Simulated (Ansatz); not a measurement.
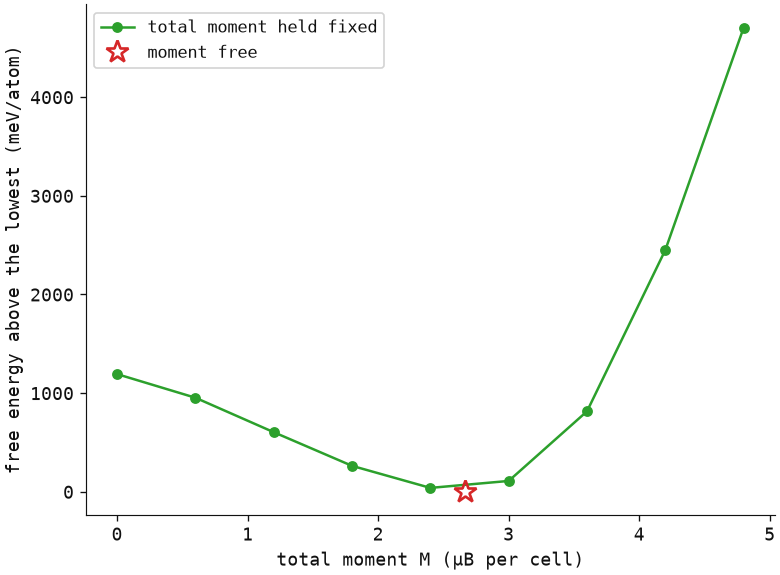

Fixed-spin-moment scan.
- system: Fe (Im-3m, 1 atom in the cell)
- method: Ansatz 0.2.0, DFT, r2SCAN, PAW, plane waves, scalar-relativistic; cutoff 500 eV, 15×15×15 k-mesh, Fermi–Dirac smearing of 0.1 eV, collinear spins

> Which total moment is preferred in this cell?

Among the held moments the energy is lowest at M = 2.4 μB. The best free run ends at M = 2.7 μB, at or below every held value. Antiparallel orders weren't tried, and these are the states found from these starts; lower ones may exist.

> How far does the point at M = 0 lie above the minimum?

About 1200 meV/atom. That run is non-magnetic, so this is the energy of forming the moments.
